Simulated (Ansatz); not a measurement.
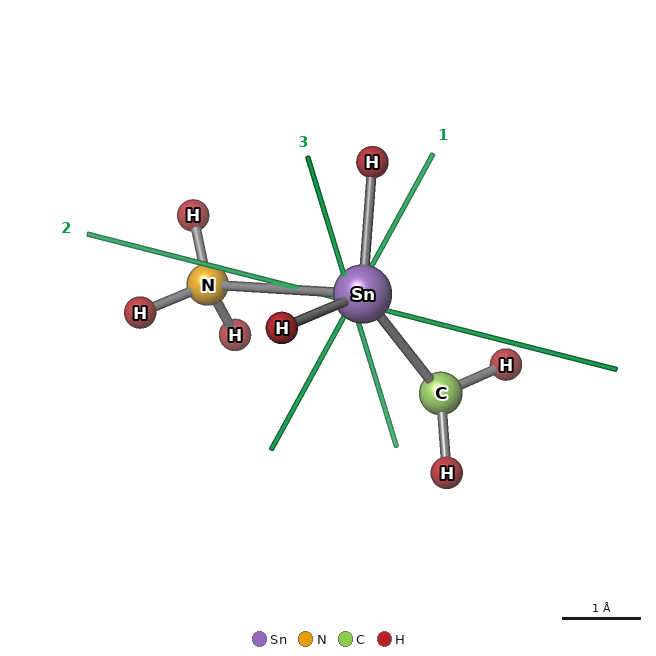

The three principal axes of inertia are drawn and numbered. Depth is shown by fading: the farther an atom, the more it takes the colour of the background. Computed geometry: PBE0-D4/def2-TZVP optimisation. Masses are those of the most abundant isotopes; constants are for the rigid equilibrium geometry.

**Which line is the a axis (least moment of inertia), which b and which c?**

a is line 2, b is line 3, c is line 1; the moments are 59.8, 113, 159 u Å².

**Classify the rotor and give the rotational constants (cm⁻¹).**

An asymmetric top (Cs): A = 0.282, B = 0.149, C = 0.106 cm⁻¹. Ray's parameter κ is −0.51, nearer the prolate limit.
